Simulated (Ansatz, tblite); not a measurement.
# The cluster B₂Sb+: rung by rung

Aim: run the singlet of the cluster B₂Sb+ at one geometry on many levels, and compare frontier levels, spin and run time.

Program: Ansatz 0.2.0, Gaussian basis. Level of theory: as each input shows. These are calculated values, not measurements.

Levels to be run: GFN1-xTB, GFN2-xTB, PBE-D4/def2-TZVP, r2SCAN-D4/def2-TZVP, HF/def2-TZVP, HSE06-D4/def2-TZVP, ωB97M-V/def2-TZVP, revPBE-D4/def2-TZVP, CAM-B3LYP-D4/def2-TZVP, PBE-D4/def2-SVP, PBE0-D4/def2-SVP, CCSD(T)/def2-TZVPP, MP2/def2-TZVP, RPA/def2-TZVP.

2 further runs of the same task are left out: 2 set aside as unsound or not needed. Runs told in other sessions of the task aren't counted.

## Step 1: The geometry

The geometry is that of the singlet, from an earlier relaxation (PBE-D4/def2-TZVP). At that level it is the lowest of the isomers that a small search found.

3 atoms, charge 1, spin multiplicity 1.

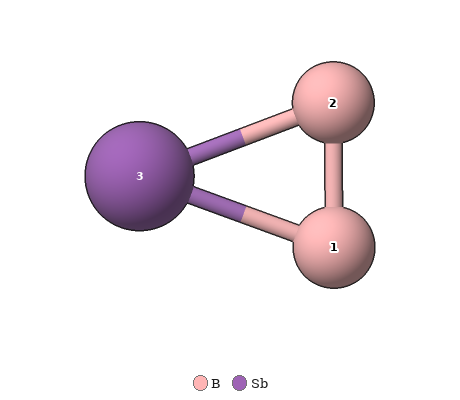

The geometry (boron pink, antimony purple); atoms are numbered from 1 in the order of the file.

As a file:

```xyz
3

B    -0.2698   -0.9855   -0.0125
B     1.0089   -0.1585   -0.0350
Sb   -0.7390    1.1440    0.0475
```

Sb takes a core potential in the def2 sets. No spin-orbit coupling is included. The ion is computed in the gas phase, without counter-ions or solvent.

PBE0-D4/def2-TZVP was run before; its log isn't repeated, and its numbers join the tables.

## Step 2: GFN1-xTB

Tight binding, by tblite at 300 K electronic temperature and without a spin-polarisation term:

```python
tblite.interface.Calculator('GFN1-xTB', numbers, positions, charge=1, uhf=0).singlepoint()
```

Energy -128.1881 eV, HOMO -17.60 eV, LUMO -16.28 eV; 0.002 s.

## Step 3: GFN2-xTB

Tight binding, by tblite at 300 K electronic temperature and without a spin-polarisation term:

```python
tblite.interface.Calculator('GFN2-xTB', numbers, positions, charge=1, uhf=0).singlepoint()
```

Energy -110.4223 eV, HOMO -16.60 eV, LUMO -14.82 eV; 0.002 s.

## Step 4: PBE-D4/def2-TZVP

start.molden holds the orbitals of an earlier run on this state, given as this run's starting guess.

File in.yaml:

```yaml
crystal:
  periodic: [false, false, false]
  atoms:
    - {symbol: B, position_ang: [-0.269815, -0.985481, -0.012503]}
    - {symbol: B, position_ang: [1.008856, -0.158522, -0.035031]}
    - {symbol: Sb, position_ang: [-0.739041, 1.144002, 0.047545]}
basis:
  gaussian: {orbitals: def2-TZVP, initial_orbitals: start.molden}
total_charge: 1
hamiltonian: {xc: pbe, dispersion: d4}
scf: {omitted_lower_state_checks: [starts]}
output: {orbitals: {seedname: orbitals}}
```

Started as:

```bash
ansatz run in.yaml --threads 4 --pin off --events-out ev --progress --plain --max-ram 3916MiB
```

Output:

```text
Functional definition: PBE
  name "PBE"
  cite "Perdew, Burke & Ernzerhof, Phys. Rev. Lett. 77, 3865 (1996) doi:10.1103/PhysRevLett.77.3865"
  parent pbe
  parameter kappa = 0.804
  parameter beta = 0.06672455060314922
  exchange = pbe_x(kappa = kappa, mu = beta*pi^2/3)
  correlation = pbe_c(beta = beta)
these checks for a lower state are left out or cut short: starts
721 factors; their error is unknown
mean field evaluation 1: about -7875.3152 eV, gradient 5.7e0 eV
mean field evaluation 2: about -7875.3801 eV, gradient 9.5e-2 eV
mean field evaluation 4: about -7875.3717 eV, gradient 1.6e-3 eV
mean field evaluation 8: about -7875.3717 eV, gradient 5.2e-6 eV
mean field -7875.37169687 eV, -289.4145717413 hartree, gradient 5.2e-6 eV, S^2 0.000000; 0 other end points of the search recorded, 0 dependent functions left out
reference -7875.37173396 eV, -289.4145731042 hartree; 16, 16 occupied and 96, 96 virtual orbitals, 721 factors
Total energy: -7875.44819100 eV, -289.4173828488 hartree
Checks for a lower state left out: starts
```

Wall time 0.55 s (4 threads of Arm Neoverse V2, shared host).

Report: HOMO -12.51 eV, LUMO -11.10 eV.

## Step 5: r2SCAN-D4/def2-TZVP

Edit in.yaml of step 4 so:

```diff
@@ -9,4 +9,4 @@
 total_charge: 1
-hamiltonian: {xc: pbe, dispersion: d4}
+hamiltonian: {xc: r2scan, dispersion: d4}
 scf: {omitted_lower_state_checks: [starts]}
-output: {orbitals: {seedname: orbitals}}
+output: {forces: true, orbitals: {seedname: orbitals}}
```

Launched as before.

Output (excerpt; [...] marks lines left out):

```text
Functional definition: r2SCAN
  name "r2SCAN"
  cite "Furness, Kaplan, Ning, Perdew & Sun, J. Phys. Chem. Lett. 11, 8208 (2020) doi:10.1021/acs.jpclett.0c02405"
  cite "Furness, Kaplan, Ning, Perdew & Sun, J. Phys. Chem. Lett. 11, 9248 (2020) doi:10.1021/acs.jpclett.0c03077"
  parent r2scan
[...]
721 factors; their error is unknown
[...]
mean field -7878.97210883 eV, -289.5468844405 hartree, gradient 2.3e-5 eV, S^2 0.000000; 0 other end points of the search recorded, 0 dependent functions left out
[...]
reference -7878.97212104 eV, -289.5468848892 hartree; 16, 16 occupied and 96, 96 virtual orbitals, 721 factors
Total energy: -7878.98626205 eV, -289.5474045617 hartree
Atom 0 at    -0.269815    -0.985481    -0.012503 Å, force     0.046879     0.252465     0.003902 eV/Å
Atom 1 at     1.008856    -0.158522    -0.035031 Å, force    -0.249411     0.060973     0.009125 eV/Å
Atom 2 at    -0.739041     1.144002     0.047545 Å, force     0.202533    -0.313438    -0.013027 eV/Å
Dipole moment:     0.227402    -0.351997    -0.014628 e Å
Checks for a lower state left out: starts
```

It took 1.3 s on 4 threads of Arm Neoverse V2, shared host.

Report: HOMO -12.71 eV, LUMO -10.96 eV.

## Step 6: HF/def2-TZVP

Edit in.yaml of step 5 so:

```diff
@@ -9,4 +9,4 @@
 total_charge: 1
-hamiltonian: {xc: r2scan, dispersion: d4}
+hamiltonian: {xc: hf}
 scf: {omitted_lower_state_checks: [starts]}
-output: {forces: true, orbitals: {seedname: orbitals}}
+output: {orbitals: {seedname: orbitals}}
```

The command is unchanged.

Output:

```text
Functional definition: HF
  name "HF"
  cite "Fock, Z. Phys. 61, 126 (1930) doi:10.1007/BF01340294"
  parent pbe
  exchange = exact_x
  correlation = 0
these checks for a lower state are left out or cut short: starts
975 factors; their error is unknown
mean field evaluation 1: about -7840.2087 eV, gradient 1.6e1 eV
mean field evaluation 2: about -7840.7609 eV, gradient 5.9e-1 eV
mean field evaluation 4: about -7841.4695 eV, gradient 1.8e0 eV
mean field evaluation 8: about -7841.4725 eV, gradient 2.7e-5 eV
mean field -7841.47247123 eV, -288.1687981767 hartree, gradient 2.7e-5 eV, S^2 0.000000; 0 other end points of the search recorded, 0 dependent functions left out
reference -7841.47247123 eV, -288.1687981767 hartree; 16, 16 occupied and 96, 96 virtual orbitals, 975 factors
Total energy: -7841.47247123 eV, -288.1687981767 hartree
Checks for a lower state left out: starts
```

It took 0.35 s on 4 threads of Arm Neoverse V2, shared host.

HOMO -15.01 eV, LUMO -6.38 eV.

## Step 7: HSE06-D4/def2-TZVP

Edit in.yaml of step 6 so:

```diff
@@ -9,3 +9,3 @@
 total_charge: 1
-hamiltonian: {xc: hf}
+hamiltonian: {xc: hse06, dispersion: d4}
 scf: {omitted_lower_state_checks: [starts]}
```

Launched as before.

Output (excerpt; [...] marks lines left out):

```text
Functional definition: HSE06
  name "HSE06"
  cite "Heyd, Scuseria & Ernzerhof, J. Chem. Phys. 118, 8207 (2003) doi:10.1063/1.1564060"
  cite "Krukau, Vydrov, Izmaylov & Scuseria, J. Chem. Phys. 125, 224106 (2006) doi:10.1063/1.2404663"
  cite "Heyd & Scuseria, J. Chem. Phys. 120, 7274 (2004) doi:10.1063/1.1668634"
  cite "Ernzerhof & Perdew, J. Chem. Phys. 109, 3313 (1998) doi:10.1063/1.476928"
  cite "Perdew, Burke & Ernzerhof, Phys. Rev. Lett. 77, 3865 (1996) doi:10.1103/PhysRevLett.77.3865"
  parent pbe
[...]
  # The whole range is PBE's own exchange, as in plane waves. The composition of these papers is wPBEh.
[...]
779 factors; their error is unknown
53 factors; integrals over basis functions are off by at most 1.2e-6 eV
[...]
mean field -7875.38834578 eV, -289.4151835775 hartree, gradient 6.3e-6 eV, S^2 0.000000; 0 other end points of the search recorded, 0 dependent functions left out
reference -7875.38838308 eV, -289.4151849483 hartree; 16, 16 occupied and 96, 96 virtual orbitals, 779 factors
Total energy: -7875.44908921 eV, -289.4174158573 hartree
Checks for a lower state left out: starts
```

Wall time 0.75 s (4 threads of Arm Neoverse V2, shared host).

From the report: HOMO -13.05 eV, LUMO -10.51 eV.

## Step 8: ωB97M-V/def2-TZVP

Edit in.yaml of step 7 so:

```diff
@@ -9,3 +9,3 @@
 total_charge: 1
-hamiltonian: {xc: hse06, dispersion: d4}
+hamiltonian: {xc: {name: wB97M-V}}
 scf: {omitted_lower_state_checks: [starts]}
```

Launched as before.

Output (excerpt; [...] marks lines left out):

```text
Functional definition: wB97M-V
  name "wB97M-V"
  cite "Mardirossian & Head-Gordon, J. Chem. Phys. 144, 214110 (2016) doi:10.1063/1.4952647"
  cite "Becke, J. Chem. Phys. 107, 8554 (1997) doi:10.1063/1.475007"
  cite "Vydrov & Van Voorhis, J. Chem. Phys. 133, 244103 (2010) doi:10.1063/1.3521275"
  # Of w^i u^j: cxij and so on, Table III.
[...]
  gx(w, u) = 1 - cx + cx01*u + cx10*w
  gss(w, u) = css00 + css04*u^4 + css10*w + css20*w^2 + css43*w^4*u^3
  gos(w, u) = cos00 + cos10*w + (cos20 + cos21*u)*w^2 + (cos60 + cos61*u)*w^6
[...]
      + integral(e_c_pw_mod_opposite_spin*gos(b97_w_opposite, b97_u_opposite)) + vv10(b, c)
[...]
759 factors; their error is unknown
173 factors; integrals over basis functions are off by at most 5.6e-5 eV
[...]
mean field -7875.69792332 eV, -289.4265603422 hartree, gradient 1.6e-5 eV, S^2 0.000000; 0 other end points of the search recorded, 0 dependent functions left out
reference -7875.69796706 eV, -289.4265619495 hartree; 16, 16 occupied and 96, 96 virtual orbitals, 759 factors
Total energy: -7875.69796706 eV, -289.4265619495 hartree
Checks for a lower state left out: starts
```

It took 2.1 s on 4 threads of Arm Neoverse V2, shared host.

HOMO -15.36 eV, LUMO -7.99 eV.

## Step 9: revPBE-D4/def2-TZVP

Edit in.yaml of step 8 so:

```diff
@@ -9,3 +9,3 @@
 total_charge: 1
-hamiltonian: {xc: {name: wB97M-V}}
+hamiltonian: {xc: {name: revPBE}, dispersion: d4}
 scf: {omitted_lower_state_checks: [starts]}
```

Launched as before.

Output:

```text
Functional definition: revPBE
  name "revPBE"
  cite "Zhang & Yang, Phys. Rev. Lett. 80, 890 (1998) doi:10.1103/PhysRevLett.80.890"
  cite "Perdew, Burke & Ernzerhof, Phys. Rev. Lett. 77, 3865 (1996) doi:10.1103/PhysRevLett.77.3865"
  parameter kappa = 1.245
  parameter beta = 0.06672455060314922
  exchange = pbe_x(kappa = kappa, mu = beta*pi^2/3)
  correlation = pbe_c(beta = beta)
these checks for a lower state are left out or cut short: starts
721 factors; their error is unknown
mean field evaluation 1: about -7878.6916 eV, gradient 6.1e0 eV
mean field evaluation 2: about -7878.7428 eV, gradient 9.2e-2 eV
mean field evaluation 4: about -7878.7344 eV, gradient 1.7e-3 eV
mean field evaluation 8: about -7878.7344 eV, gradient 5.6e-6 eV
mean field -7878.73443603 eV, -289.5381501259 hartree, gradient 5.6e-6 eV, S^2 0.000000; 0 other end points of the search recorded, 0 dependent functions left out
reference -7878.73448219 eV, -289.5381518223 hartree; 16, 16 occupied and 96, 96 virtual orbitals, 721 factors
Total energy: -7878.92253382 eV, -289.5450625924 hartree
Checks for a lower state left out: starts
```

Wall time 0.55 s (4 threads of Arm Neoverse V2, shared host).

Report: HOMO -12.46 eV, LUMO -11.02 eV.

## Step 10: CAM-B3LYP-D4/def2-TZVP

Edit in.yaml of step 9 so:

```diff
@@ -9,3 +9,3 @@
 total_charge: 1
-hamiltonian: {xc: {name: revPBE}, dispersion: d4}
+hamiltonian: {xc: {name: CAM-B3LYP}, dispersion: d4}
 scf: {omitted_lower_state_checks: [starts]}
```

The command is unchanged.

Output (excerpt; [...] marks lines left out):

```text
Functional definition: CAM-B3LYP
  name "CAM-B3LYP"
  cite "Yanai, Tew & Handy, Chem. Phys. Lett. 393, 51 (2004) doi:10.1016/j.cplett.2004.06.011"
  cite "Iikura, Tsuneda, Yanai & Hirao, J. Chem. Phys. 115, 3540 (2001) doi:10.1063/1.1383587"
  cite "Becke, Phys. Rev. A 38, 3098 (1988) doi:10.1103/PhysRevA.38.3098"
  cite "Lee, Yang & Parr, Phys. Rev. B 37, 785 (1988) doi:10.1103/PhysRevB.37.785"
  cite "Vosko, Wilk & Nusair, Can. J. Phys. 58, 1200 (1980) doi:10.1139/p80-159"
[...]
  # Exact exchange under (alpha + beta erf(omega r))/r, Becke's under what is left of 1/r.
[...]
774 factors; their error is unknown
186 factors; integrals over basis functions are off by at most 3.4e-5 eV
[...]
mean field -7875.54024286 eV, -289.4207656924 hartree, gradient 1.6e-5 eV, S^2 0.000000; 0 other end points of the search recorded, 0 dependent functions left out
reference -7875.54034145 eV, -289.4207693154 hartree; 16, 16 occupied and 96, 96 virtual orbitals, 774 factors
Total energy: -7875.60679573 eV, -289.4232114651 hartree
Checks for a lower state left out: starts
```

Wall time 0.8 s (4 threads of Arm Neoverse V2, shared host).

Report: HOMO -14.53 eV, LUMO -8.96 eV.

## Step 11: PBE-D4/def2-SVP

Edit in.yaml of step 10 so:

```diff
@@ -7,5 +7,5 @@
 basis:
-  gaussian: {orbitals: def2-TZVP, initial_orbitals: start.molden}
+  gaussian: {orbitals: def2-SVP, initial_orbitals: start.molden}
 total_charge: 1
-hamiltonian: {xc: {name: CAM-B3LYP}, dispersion: d4}
+hamiltonian: {xc: pbe, dispersion: d4}
 scf: {omitted_lower_state_checks: [starts]}
```

Same command.

Output:

```text
Functional definition: PBE
  name "PBE"
  cite "Perdew, Burke & Ernzerhof, Phys. Rev. Lett. 77, 3865 (1996) doi:10.1103/PhysRevLett.77.3865"
  parent pbe
  parameter kappa = 0.804
  parameter beta = 0.06672455060314922
  exchange = pbe_x(kappa = kappa, mu = beta*pi^2/3)
  correlation = pbe_c(beta = beta)
these checks for a lower state are left out or cut short: starts
624 factors; their error is unknown
mean field evaluation 1: about -7873.5914 eV, gradient 2.0e1 eV
mean field evaluation 2: about -7873.7059 eV, gradient 2.6e-1 eV
mean field evaluation 4: about -7873.6927 eV, gradient 4.9e-2 eV
mean field -7873.69270138 eV, -289.3528697952 hartree, gradient 2.2e-5 eV, S^2 0.000000; 0 other end points of the search recorded, 0 dependent functions left out
reference -7873.69273038 eV, -289.3528708610 hartree; 16, 16 occupied and 38, 38 virtual orbitals, 624 factors
Total energy: -7873.76918743 eV, -289.3556806056 hartree
Checks for a lower state left out: starts
```

Run time: 0.25 s. Hardware: 4 threads of Arm Neoverse V2, shared host.

HOMO -12.56 eV, LUMO -11.16 eV.

## Step 12: PBE0-D4/def2-SVP

Edit in.yaml of step 11 so:

```diff
@@ -9,3 +9,3 @@
 total_charge: 1
-hamiltonian: {xc: pbe, dispersion: d4}
+hamiltonian: {xc: pbe0, dispersion: d4}
 scf: {omitted_lower_state_checks: [starts]}
```

Launched as before.

Output:

```text
Functional definition: PBE0
  name "PBE0"
  cite "Adamo & Barone, J. Chem. Phys. 110, 6158 (1999) doi:10.1063/1.478522"
  cite "Perdew, Burke & Ernzerhof, Phys. Rev. Lett. 77, 3865 (1996) doi:10.1103/PhysRevLett.77.3865"
  parent pbe
  parameter a = 0.25
  parameter kappa = 0.804
  parameter beta = 0.06672455060314922
  exchange = (1 - a)*pbe_x(kappa = kappa, mu = beta*pi^2/3) + a*exact_x
  correlation = pbe_c(beta = beta)
these checks for a lower state are left out or cut short: starts
623 factors; integrals over basis functions are off by at most 1.1e-3 eV
mean field evaluation 1: about -7873.7661 eV, gradient 1.9e1 eV
mean field evaluation 2: about -7873.8317 eV, gradient 1.5e-1 eV
mean field evaluation 4: about -7873.8313 eV, gradient 4.9e-4 eV
mean field evaluation 8: about -7873.8313 eV, gradient 1.6e-5 eV
mean field -7873.83134580 eV, -289.3579648837 hartree, gradient 1.6e-5 eV, S^2 0.000000; 0 other end points of the search recorded, 0 dependent functions left out
reference -7873.83136731 eV, -289.3579656741 hartree; 16, 16 occupied and 38, 38 virtual orbitals, 623 factors
Total energy: -7873.89501455 eV, -289.3603046668 hartree
Checks for a lower state left out: starts
```

It took 0.4 s on 4 threads of Arm Neoverse V2, shared host.

HOMO -13.50 eV, LUMO -10.20 eV.

## Step 13: CCSD(T)/def2-TZVPP

Edit in.yaml of step 12 so:

```diff
@@ -7,5 +7,5 @@
 basis:
-  gaussian: {orbitals: def2-SVP, initial_orbitals: start.molden}
+  gaussian: {orbitals: def2-TZVPP, initial_orbitals: start.molden}
 total_charge: 1
-hamiltonian: {xc: pbe0, dispersion: d4}
+correlation: {method: ccsd_t}
 scf: {omitted_lower_state_checks: [starts]}
```

The command is unchanged.

Output (excerpt; [...] marks lines left out):

```text
Functional definition: HF
  name "HF"
  cite "Fock, Z. Phys. 61, 126 (1930) doi:10.1007/BF01340294"
  parent pbe
[...]
859 factors; integrals over basis functions are off by at most 7.3e-4 eV
[...]
mean field -7841.47259274 eV, -288.1688026420 hartree, gradient 2.8e-6 eV, S^2 0.000000; 0 other end points of the search recorded, 0 dependent functions left out; unrestricted orbitals would lower it
6 core orbitals not correlated: weight in the atoms' cores, before any rotation towards them, 1.000 or more for the frozen orbitals, at most 0.000 for the correlated occupied ones
reference -7841.47259274 eV, -288.1688026420 hartree; 10, 10 occupied and 96, 96 virtual orbitals, 859 factors
second order -13.77190191 eV of doubles, -0.00000000 eV of singles
cycle   1  -12.89375975 eV  change    8.8e-1 eV  update   1.4e-1
[...]
cycle  14  -13.58452638 eV  change    1.5e-5 eV  update   9.5e-6
perturbative correction -0.94030478 eV, -0.0345555632 hartree
Total energy: -7855.99742389 eV, -288.7025803418 hartree
Checks for a lower state left out: starts
```

Run time: 2.3 s. Hardware: 4 threads of Arm Neoverse V2, shared host.

From the report: Hartree-Fock HOMO -15.01 eV, LUMO -6.38 eV; T1 0.040. Doubts: large T1 diagnostic, restricted state is unstable towards broken spin symmetry.

## Step 14: MP2/def2-TZVP

Edit in.yaml of step 13 so:

```diff
@@ -7,5 +7,5 @@
 basis:
-  gaussian: {orbitals: def2-TZVPP, initial_orbitals: start.molden}
+  gaussian: {orbitals: def2-TZVP, initial_orbitals: start.molden}
 total_charge: 1
-correlation: {method: ccsd_t}
+correlation: {method: mp2}
 scf: {omitted_lower_state_checks: [starts]}
```

Launched as before.

Output (excerpt; [...] marks lines left out):

```text
Functional definition: HF
  name "HF"
  cite "Fock, Z. Phys. 61, 126 (1930) doi:10.1007/BF01340294"
  parent pbe
[...]
859 factors; integrals over basis functions are off by at most 7.3e-4 eV
[...]
mean field -7841.47259274 eV, -288.1688026420 hartree, gradient 2.8e-6 eV, S^2 0.000000; 0 other end points of the search recorded, 0 dependent functions left out; unrestricted orbitals would lower it
6 core orbitals not correlated: weight in the atoms' cores, before any rotation towards them, 1.000 or more for the frozen orbitals, at most 0.000 for the correlated occupied ones
reference -7841.47259274 eV, -288.1688026420 hartree; 10, 10 occupied and 96, 96 virtual orbitals, 859 factors
second order -13.77190191 eV of doubles, -0.00000000 eV of singles
Total energy: -7855.24449464 eV, -288.6749107021 hartree
Checks for a lower state left out: starts
```

Wall time 0.65 s (4 threads of Arm Neoverse V2, shared host).

Hartree-Fock HOMO -15.01 eV, LUMO -6.38 eV. Doubts: restricted state is unstable towards broken spin symmetry.

## Step 15: RPA/def2-TZVP

Edit in.yaml of step 14 so:

```diff
@@ -9,4 +9,4 @@
 total_charge: 1
-correlation: {method: mp2}
+hamiltonian: {xc: pbe}
+correlation: {method: rpa}
 scf: {omitted_lower_state_checks: [starts]}
-output: {orbitals: {seedname: orbitals}}
```

Same command.

Output (excerpt; [...] marks lines left out):

```text
Functional definition: PBE
  name "PBE"
  cite "Perdew, Burke & Ernzerhof, Phys. Rev. Lett. 77, 3865 (1996) doi:10.1103/PhysRevLett.77.3865"
  parent pbe
[...]
859 factors; integrals over basis functions are off by at most 7.3e-4 eV
[...]
mean field -7875.37166849 eV, -289.4145706982 hartree, gradient 3.3e-6 eV, S^2 0.000000; 0 other end points of the search recorded, 0 dependent functions left out
6 core orbitals not correlated: weight in the atoms' cores, before any rotation towards them, 1.000 or more for the frozen orbitals, at most 0.000 for the correlated occupied ones
reference -7840.51591345 eV, -288.1336453266 hartree; 10, 10 occupied and 96, 96 virtual orbitals, 859 factors
Total energy: -7860.97374597 eV, -288.8854568048 hartree
Checks for a lower state left out: starts
```

Wall time 1.1 s (4 threads of Arm Neoverse V2, shared host).

## Step 16: Comparison

```tsv
level	functions	HOMO (eV)	LUMO (eV)	gap (eV)	time
HF/def2-TZVP	112	-15.01	-6.38	8.62	0.35 s
PBE-D4/def2-SVP	54	-12.56	-11.16	1.40	0.25 s
PBE-D4/def2-TZVP	112	-12.51	-11.10	1.40	0.55 s
revPBE-D4/def2-TZVP	112	-12.46	-11.02	1.44	0.55 s
r2SCAN-D4/def2-TZVP	112	-12.71	-10.96	1.75	1.3 s
PBE0-D4/def2-SVP	54	-13.50	-10.20	3.31	0.4 s
PBE0-D4/def2-TZVP	112	-13.45	-10.12	3.32	0.9 s
HSE06-D4/def2-TZVP	112	-13.05	-10.51	2.54	0.75 s
CAM-B3LYP-D4/def2-TZVP	112	-14.53	-8.96	5.57	0.8 s
ωB97M-V/def2-TZVP	112	-15.36	-7.99	7.37	2.1 s
```

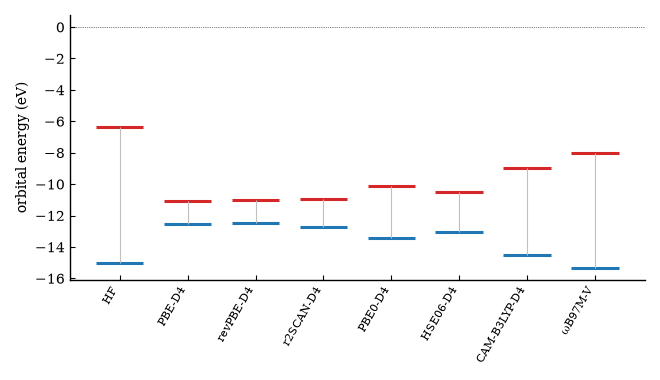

Highest filled (blue) and lowest empty (red) level in def2-TZVP.

The pieces so far (eV):

```tsv
basis	HF	MP2 correlation	CCSD correlation	(T)	total
def2-TZVPP	-7841.4726	-13.7719	-13.5845	-0.9403	-7855.9974
def2-TZVP	-7841.4726	-13.7719			-7855.2445 (MP2)
```

## Step 17: Results

| quantity | value |
| --- | --- |
| gap in def2-TZVP, named functionals and Hartree-Fock, smallest and largest | 1.40 eV (PBE-D4), 8.62 eV (HF) |
| correlation energy, CCSD(T)/def2-TZVPP | -14.52 eV |
| correlation energy, MP2/def2-TZVP | -13.77 eV |
| PBE0 total energy, smallest basis above largest | 1.68 eV (def2-SVP, def2-TZVP) |

Over the named functionals and Hartree-Fock in def2-TZVP the gap runs from 1.40 eV (PBE-D4) to 8.62 eV (HF); exact exchange widens it. Notes on CCSD(T)/def2-TZVPP: large T1 diagnostic.

The slowest run with a step of its own, CCSD(T)/def2-TZVPP, took 2.3 s; the quickest functional in def2-TZVP took 0.55 s (shared host).
